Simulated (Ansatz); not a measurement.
BFH₂···SiH₄

Input

```
crystal:
  periodic: [false, false, false]
  atoms:
    - { symbol: B, position_ang: [0.0, 0.0, 0.0] }
    - { symbol: H, position_ang: [0.0, 0.0, 1.54] }
    - { symbol: F, position_ang: [1.1431, 0.0, -0.66] }
    - { symbol: H, position_ang: [-1.0305, 0.0, -0.595] }
    - { symbol: Si, position_ang: [0.1008, 2.1328, 0.7095] }
    - { symbol: H, position_ang: [0.6771, 2.1737, 2.0503] }
    - { symbol: H, position_ang: [0.9351, 2.9107, -0.2019] }
    - { symbol: H, position_ang: [-1.2441, 2.7001, 0.741] }
    - { symbol: H, position_ang: [0.0412, 0.871, 1.6809] }
basis:
  gaussian: { orbitals: "6-31G*" }
hamiltonian:
  xc: r2scan
relax:
  f_tol: 0.15
  max_steps: 25
  restrain:
    - { distance: [0, 4], at: 3.15, k: 30.0 }
    - { distance: [8, 1], at: 1.86, k: 30.0 }
    - { distance: [0, 1], at: 1.19, k: 30.0 }
    - { distance: [8, 4], at: 1.46, k: 30.0 }
output:
  orbitals: {}
```

Run with:

```sh
ansatz run input.yaml --threads 1 --pin off --max-ram 2048MiB --backend cpu --events-out ev --progress --plain --runs-dir out
```

The fields are those of the run's last geometry, not of the input's.

These are results of RKS r2SCAN/6-31G* in Ansatz, not measurements.

Question: What can the converged electron density and electron localisation function tell about the bonding?

Answer: B–F (1.33 Å): ρ is about 2.1 e/Å³ halfway; the ELF peaks at about 0.85 between the atoms; a shared but strongly polarised pair.
B–H (1.19 Å): ρ is about 1.3 e/Å³ halfway; the ELF climbs to about 1 towards the hydrogen, as it does in any bond to H; an ordinary covalent bond to hydrogen.

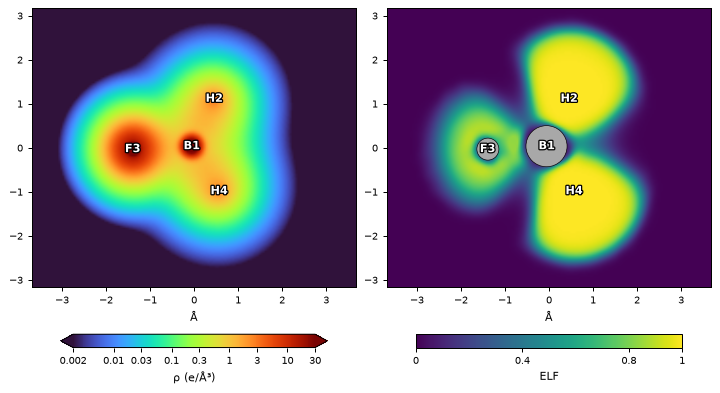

Computed electron density and electron localisation function on the plane of atoms H2, B1 and F3, in this order. Grey discs cover the atomic cores in the ELF map. 
